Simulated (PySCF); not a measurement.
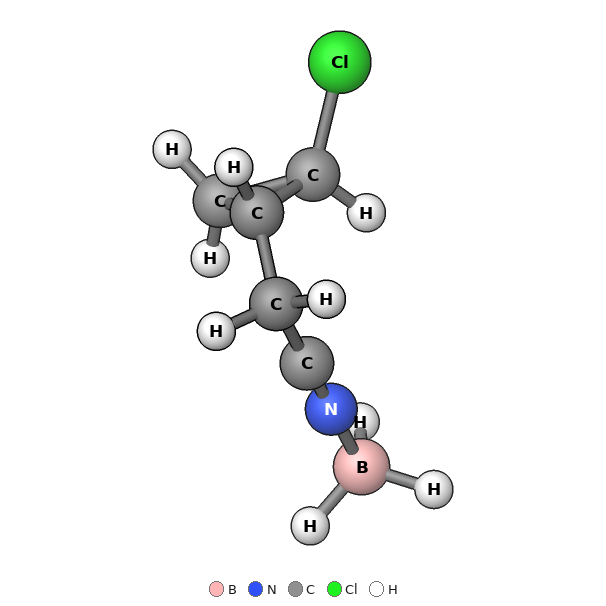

Computed geometry: GFN2-xTB optimisation. No frequency run is at hand to confirm it as a minimum. Properties computed with PBE0/pcSseg-1, gas phase (PySCF 2.14.0).

### Give the LUMO energy (Kohn–Sham orbital) at this level.

−0.73 eV.

### Give the dipole moment at this level.

6.19 D.

### Give the HOMO energy (Kohn–Sham orbital) at this level.

−7.83 eV.

The geometry is semi-empirical. Around B such bond lengths and angles can be off by a tenth of an ångström or more and by several degrees, and values that hang on the shape move with them.
